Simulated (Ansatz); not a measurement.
The crystal is Li3SI (antiperovskite) (Pm-3m).

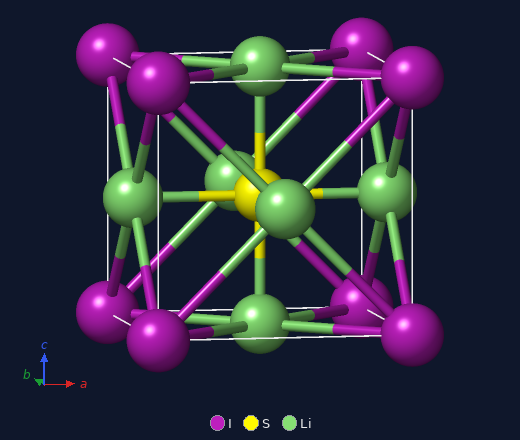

The structure (iodine pink, sulfur yellow, lithium green). Some periodic images of atoms are drawn too.

The structure was built from a prototype and need not be the compound's stable phase.

It takes space group Pm-3m (No. 221, cubic). The conventional cell has a = 4.737 Å, b = 4.737 Å, c = 4.737 Å, α = 90.00°, β = 90.00°, γ = 90.00°. Nearest to I lie 12 Li at 3.35 Å. Nearest to S lie 6 Li at 2.37 Å. Li has 2 S at 2.37 Å and 4 I at 3.35 Å and 8 Li at 3.35 Å nearest. It derives from I1Li3S1. Farther neighbours and most contacts between anions are not listed.

```
I S Li
1.0
     4.73682    0.00000    0.00000
     0.00000    4.73682    0.00000
     0.00000    0.00000    4.73682
I S Li
1 1 3
Direct
  0.00000 0.00000 0.00000
  0.50000 0.50000 0.50000
  0.50000 0.50000 0.00000
  0.50000 0.00000 0.50000
  0.00000 0.50000 0.50000
```

The structure was relaxed with PBE. The structure type comes from a generator and need not be one that this composition takes. The runs that relaxed it are not among those shown. Spin-orbit coupling is left out unless a run names it. PAW set soft_2, made with PBE.

Gaps computed with Ansatz 0.2.0 without a self-energy: PBE 3.51 eV, PBE+SOC 3.40 eV, r2SCAN 4.12 eV and HSE06 4.48 eV. The mean ε∞ by PBE perturbation theory is 4.18.

**Question.** Estimate the G0W0@PBE gap with 4×4×4 mesh, 317 empty bands, screening to 120 eV, default PAW files.

About 5.05 eV: on its mesh the run moves the gap from 3.51 eV by +1.53 eV. Among the scalar-relativistic levels given, HSE06 is nearest (−0.57 eV). One-shot corrections scale roughly with one over ε∞, here 0.24. Spin-orbit coupling is not in that value; its −0.11 eV at the PBE level would bring it to about 4.93 eV. Bands and cutoff are finite, so the gap is not at the basis limit. The miss can reach some tenths of an eV and take either sign; the mesh is an error of its own. The many-body steps are scalar-relativistic: spin-orbit coupling is not in them.

[Paths, hosts, dates, memory and timing lines, banners, echoed tables and standing remarks are left out of the program output.]

[Logs are printed without paths, hosts, clocks, repeated set-up lines and the standing remarks that a program may print on its own settings, such as how far it seeks lower states.]

[Runs of the session that timed out or met a known fault of the program may be left out.]

[Cells called generated may have been cut or substituted from an entry of the Crystallography Open Database or the Materials Project.]

[Hosts, paths, dates, database ids (printed as entryN), source tags and the programs' standing remarks are cut or masked in the printed files.]
